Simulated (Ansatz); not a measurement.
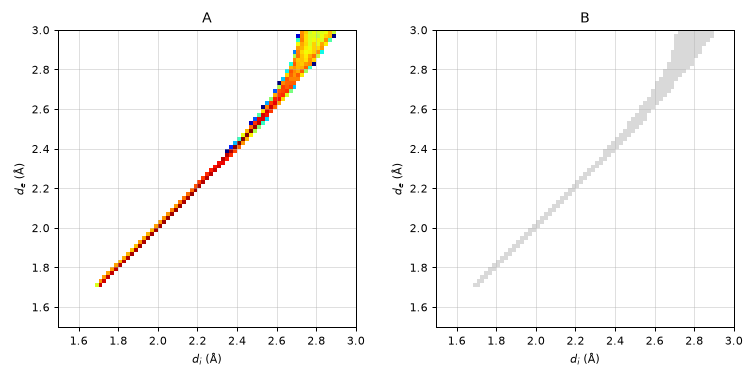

Fingerprint plots of the Hirshfeld surface computed for the SiBr6 molecule in SiAgBr₆ (Pm-3m), each panel colouring one kind of contact over the whole plot in grey. The kinds are Ag···Br, Br···Br, in shuffled order.

The surface is where the fragment's share of the procrystal density (the sum of the densities of spherically averaged neutral Hartree-Fock atoms) equals one half. d_i and d_e are the distances from the surface to the nearest nucleus inside and outside.

The cell is taken from the geometry relaxed with Ansatz 0.2.0, DFT PBE, scalar-relativistic, plane waves, PAW; the starting structure was generated, so it need not be a known form of this composition.

```cif
data_structure
_symmetry_space_group_name_H-M 'Pm-3m'
_symmetry_Int_Tables_number 221
_cell_length_a 8.1869
_cell_length_b 8.1869
_cell_length_c 8.1869
_cell_angle_alpha 90.000
_cell_angle_beta 90.000
_cell_angle_gamma 90.000
_cell_volume 548.73
loop_
_atom_site_label
_atom_site_type_symbol
_atom_site_symmetry_multiplicity
_atom_site_Wyckoff_symbol
_atom_site_fract_x
_atom_site_fract_y
_atom_site_fract_z
_atom_site_occupancy
Si1 Si 1 b 0.50000 0.50000 0.50000 1
Ag1 Ag 1 a 0.00000 0.00000 0.00000 1
Br1 Br 6 f 0.79234 0.50000 0.50000 1
```

**Which panel shows which contact, and what share of the surface does each take?**

A: Br···Br, 67 % of the area, smallest d_i + d_e about 3.4 Å. B: Ag···Br, 33 % of the area, smallest d_i + d_e about 6.0 Å.

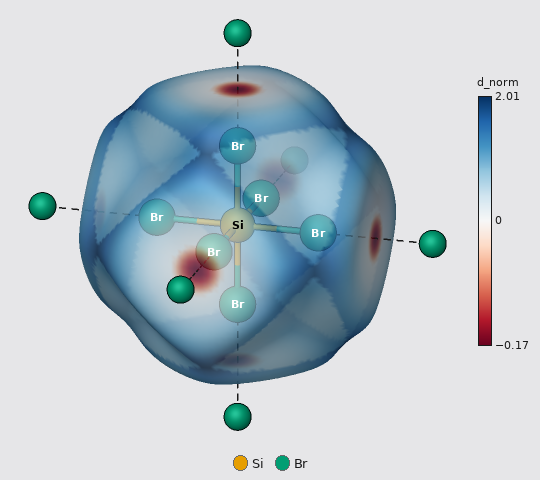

Hirshfeld surface computed for the SiBr6 molecule in SiAgBr6 (Pm-3m), coloured by d_norm. Dashed lines lead to the closest neighbours outside.
